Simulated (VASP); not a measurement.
Band structure of ZrO2 (fluorite). Method: optB86b-vdW, VASP's PBE PAW potentials (set 64) (plane waves; VASP).

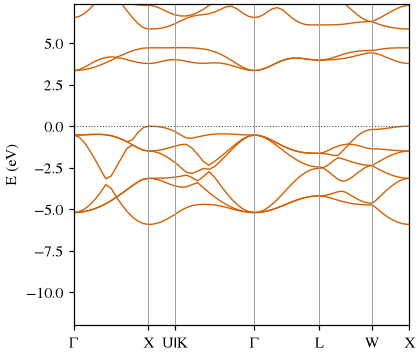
Fig. 1. Bands along high-symmetry lines, zero at the valence-band maximum or, without a gap, the Fermi level

**Question.** Read the plot: is there a gap, and where are the band edges?

**Answer.** The gap is indirect, 3.34 eV, from the valence maximum at X to the conduction minimum at Γ. (Edges off the drawn lines would not show.)

The compound is ZrO2 in the fluorite structure, the high-temperature cubic form, which is unstable at 0 K; the monoclinic form is the stable one. It was relaxed first.
